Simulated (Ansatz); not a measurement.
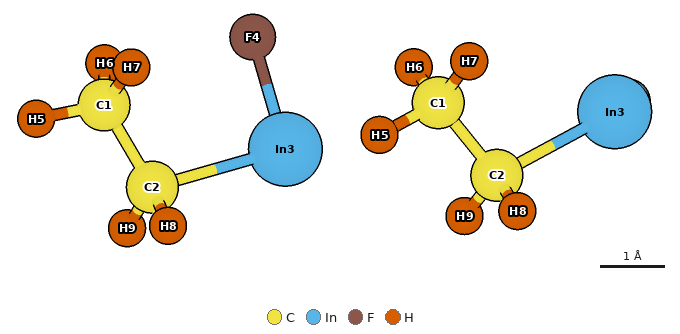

Two geometries of C₂H₅FIn (multiplicity 2) (coarse preliminary run), drawn at one scale. One is the start of a relaxation, the other its converged end. The picture is a ball-and-stick view, seen at a tilt.

The calculation used UKS PBE-D4/def2-SVP in Ansatz. (force threshold 0.03 eV/Å; at most 200 steps)

**Which geometry has the lower energy?**

The left one is the relaxed one. The start comes from a force field. After 21 accepted moves (22 points after the start) the energy has fallen by 80132.2 kcal/mol. Largest force component: 19000 eV/Å at the start, 0.021 eV/Å at the end. The line search rejected the trial step at point 7 of the run. The largest move after the best rigid fit is that of F4, 1.23 Å. By element the largest moves are F 1.23 Å, In 0.66 Å, H 0.49 Å, C 0.27 Å. Some distances before and after: In3–F4 0.300 → 2.023 Å, C1–H5 1.171 → 1.116 Å, C1–H6 1.066 → 1.108 Å, C2–In3 2.340 → 2.370 Å. Bond angles that change, for instance: C2–In3–F4 169.7° → 99.8°, In3–C2–H9 110.1° → 99.3°, C1–C2–H8 110.3° → 116.8°.
